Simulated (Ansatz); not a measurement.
The figure comes from a scan of SiO2 (rutile): a phonon pattern at Γ is frozen into a 6-atom cell, Q being the largest atomic displacement. Computed with r2SCAN (plane waves to 500 eV, PAW, scalar-relativistic; Ansatz, a program for electronic structure). k mesh 8×8×12 (Γ-centred), Fermi-Dirac smearing 0.05 eV. SiO2 was relaxed with its symmetry unable to fall. The PAW data are Ansatz's earlier set. 

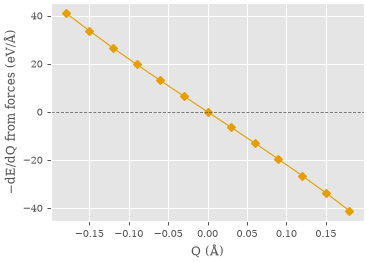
−dE/dQ from forces (eV/Å) against Q (Å); markers are the computed points, lines only join them.

**Question.** Turn the plot into a table (rounded to what can be read).

**Answer.** To the nearest 2:

```csv
Q (Å),−dE/dQ from forces (eV/Å)
-0.180,42
-0.150,34
-0.120,26
-0.090,20
-0.060,14
-0.030,6
0.000,0
0.030,-6
0.060,-14
0.090,-20
0.120,-26
0.150,-34
0.180,-42
```

(For displaced atoms, the force is minus the slope of the energy, and its curvature is a force constant, which sets phonon frequencies.)
